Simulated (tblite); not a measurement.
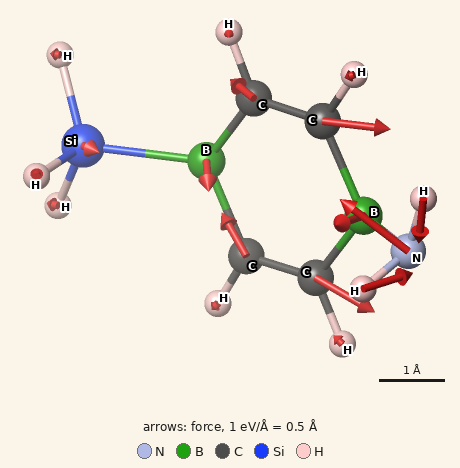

Starting geometry of C$_{4}$H$_{9}$B$_{2}$NSi with the computed forces as red arrows. The picture is a ball-and-stick view, seen from a free direction.

All numbers below come from tblite 0.8.0, GFN2-xTB geometry optimisation, gas phase. 

Q: Is this structure relaxed? If not, where do the atoms go?

A: It isn't relaxed: the largest force vector, on the N atom, is 2.71 eV/Å. The final displacements follow the starting forces only in part (cosine between the two patterns 0.39). The largest move after the best rigid fit is that of an H atom, 1.09 Å. Largest moves by element: H 1.09 Å, B 0.44 Å, C 0.26 Å, N 0.14 Å, Si 0.02 Å. Among the contacts that change: B–N 1.525 → 1.388 Å, H–N 1.068 → 1.007 Å, B–C 1.591 → 1.547 Å, H–Si 1.499 → 1.474 Å. Among the angles between lasting bonds that change: B–N–H 109.2° → 123.6°, H–Si–H 115.6° → 104.4°, H–N–H 103.7° → 112.8°. After 102 geometry steps the energy has fallen by 29.1 kcal/mol. Cost: 1.2 s on 1 thread of Arm Neoverse N1, on a shared host.
